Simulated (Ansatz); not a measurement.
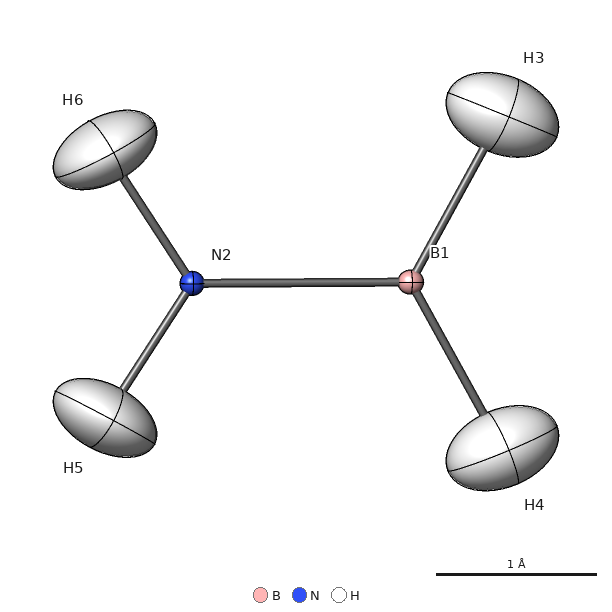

Displacement ellipsoids at the 50 % level, enlarged 2 times, from the internal vibrations of the free molecule (harmonic, no overall translation or rotation; no half-axis is drawn under 0.075 Å). Vibrations computed with RKS PBE0-D4/def2-TZVP (Ansatz 0.2.0). Temperature: 200 K.

> Which atom moves most?

H5, H6, with U_eq = 0.0113 Å².

> Does H5 move more along its bond or across it?

Across it: the root-mean-square amplitude is 0.067 Å along the bond and up to 0.129 Å across, since bending and torsion are softer than stretching.

List U_eq and the three principal root-mean-square amplitudes for each kind of atom.

```tsv
atom	U_eq (Å²)	rms amplitudes (Å)
B1	0.00050	0.020, 0.021, 0.026
N2	0.00036	0.015, 0.021, 0.021
H3, H4	0.0101	0.079, 0.100, 0.119
H5, H6	0.0113	0.067, 0.114, 0.129
```
